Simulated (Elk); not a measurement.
Band structure of Be2C (Fm-3m, 3 atoms in the cell).

```
CELL_PARAMETERS angstrom
      0.00000     2.15685     2.15685
      2.15685     0.00000     2.15685
      2.15685     2.15685     0.00000
ATOMIC_POSITIONS crystal
  Be 0.75000 0.75000 0.75000
  Be 0.25000 0.25000 0.25000
  C  0.00000 0.00000 0.00000
```

Level of theory: PBE, all-electron FP-LAPW, Elk's shipped species files, APW+lo basis with extra local orbitals run with Elk 10.2.4.

Settings: xctype = 20; rgkmax = 8; swidth = 0.000367493 Ha; ngridk = 7 7 7; gmaxvr = 18 1/bohr; lmaxapw = 10; lmaxo = 8; nxlo = 2; lorbcnd = true; lradstp = 2; nrmtscf = 2; rmtscf = 0.91; lmaxi = 4; maxscl = 100.

The starting cell comes from a database of computed structures (which also holds hypothetical and non-ambient phases and stackings), without a prior relaxation at this level. Its lattice was rescaled by a random factor within 2.5 % of one. Values depend on the basis (sphere radii, cutoffs, local orbitals), which need not be converged.

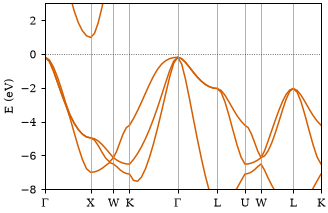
Figure. Bands along the path, energies from the Fermi level.

Levels in eV from the Fermi level, bands 1 to 8:
```tsv
point	1	2	3	4	5	6	7	8
Γ	-15.30	-0.19	-0.19	-0.19	3.96	3.96	3.96	6.70
X	-11.66	-7.00	-4.96	-4.96	0.98	5.61	13.19	13.19
W	-11.33	-6.51	-6.13	-6.13	5.56	8.04	9.43	9.43
K	-11.50	-7.10	-6.51	-4.21	3.14	8.18	11.48	11.49
L	-12.41	-8.98	-2.04	-2.04	4.84	4.84	6.94	9.70
U	-11.50	-7.10	-6.51	-4.21	3.14	8.18	11.48	11.49
```
